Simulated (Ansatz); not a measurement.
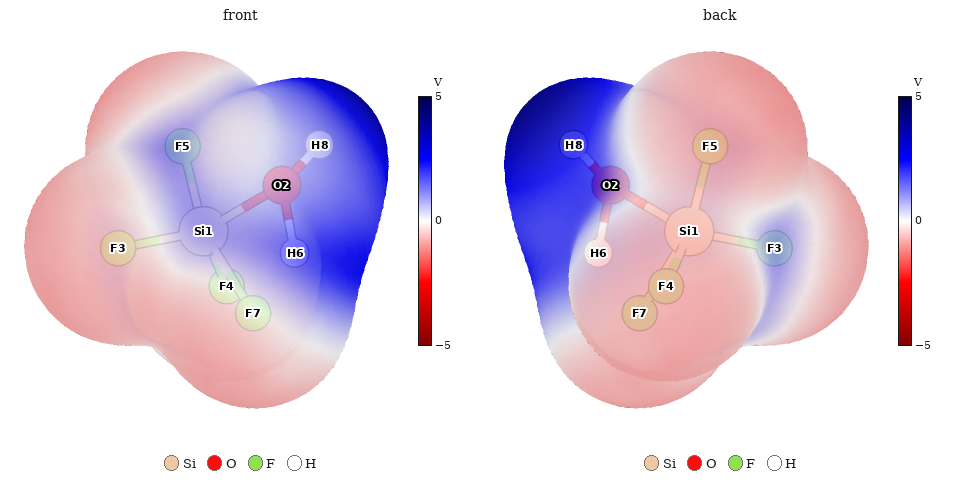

The picture shows: F4H2OSi. The molecular electrostatic potential painted on the density surface at 0.002 e/bohr³, seen from the front and from behind; the colour scale runs from red (negative) to blue (positive).

A transition-state structure; geometry: PBE0-D4/def2-TZVP.

Theory: RKS PBE0-D4/def2-TZVPP (Ansatz 0.2.0).

```yaml
atoms:
  - { symbol: Si, position_ang: [-0.4045, 0.1619, -0.4265] }
  - { symbol: O, position_ang: [0.4509, -0.7419, 0.8048] }
  - { symbol: F, position_ang: [-0.2233, -0.3060, -1.9155] }
  - { symbol: F, position_ang: [-0.8061, 1.6642, -0.1655] }
  - { symbol: F, position_ang: [-1.8044, -0.5301, -0.0726] }
  - { symbol: H, position_ang: [1.3289, -0.0417, 0.5172] }
  - { symbol: F, position_ang: [1.3970, 0.7134, -0.4070] }
  - { symbol: H, position_ang: [0.0616, -0.9198, 1.6651] }
```

Question: Describe the electrostatic potential map.

Answer: The most negative region (about −1.0 V) lies over F5, the most positive (about +4.1 V) over H8.
